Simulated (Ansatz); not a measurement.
## H2O2 (hydrogen peroxide): methods side by side

The species is H2O2 (4 atoms), meant as a singlet with charge 0. SMILES: `OO`. The shape was relaxed beforehand at PBE0/def2-SVP.

Each level gives the adiabatic electron affinity (to the doublet anion, shapes relaxed at PBE0/def2-SVP, no zero-point term) (eV). The values are calculated.

The electron affinity is E(neutral) − E(anion): positive where the electron is bound.

| level | kind | program | value (eV) | CPU time (all runs) |
| --- | --- | --- | --- | --- |
| SVWN5/def2-TZVPP | LDA | Ansatz | -1.81 | 1.8 s |
| PBE/def2-TZVPP | GGA | Ansatz | -1.96 | 3.4 s |
| r2SCAN/def2-TZVPP | meta-GGA | Ansatz | -2.03 | 6.8 s |
| B3LYP/def2-TZVPP | global hybrid | Ansatz | -2.07 | 2.3 s |
| wB97M-V/def2-TZVPP | range-separated hybrid | Ansatz | -2.35 | 7.9 s |
| B2PLYP/def2-TZVPP | double hybrid | Ansatz | -2.26 | 3.7 s |
| RPA@PBE/def2-TZVPP | RPA | Ansatz | -2.14 | 5.4 s |
| MP2/def2-TZVPP | perturbation theory | Ansatz | -2.37 | 1.4 s |

The values span -2.37 to -1.81 eV. Negative values mean that the anion is unbound at that level; they are set by how diffuse the basis is and aren't properties of the molecule, whose anion may well be bound. In so small a basis fixed costs decide the times, and correlated methods can beat functionals. CPU times are rough (shared hosts, several kinds of processor and program).

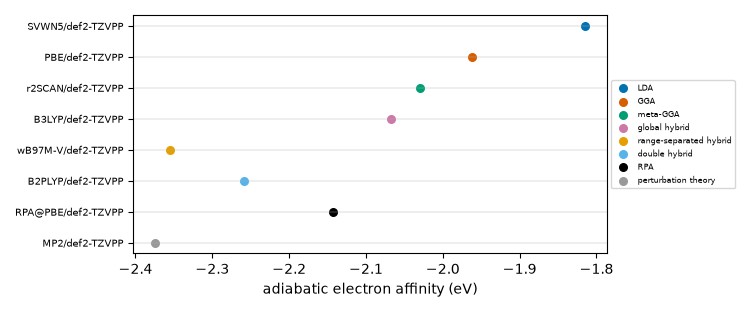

The values of the table, level by level.
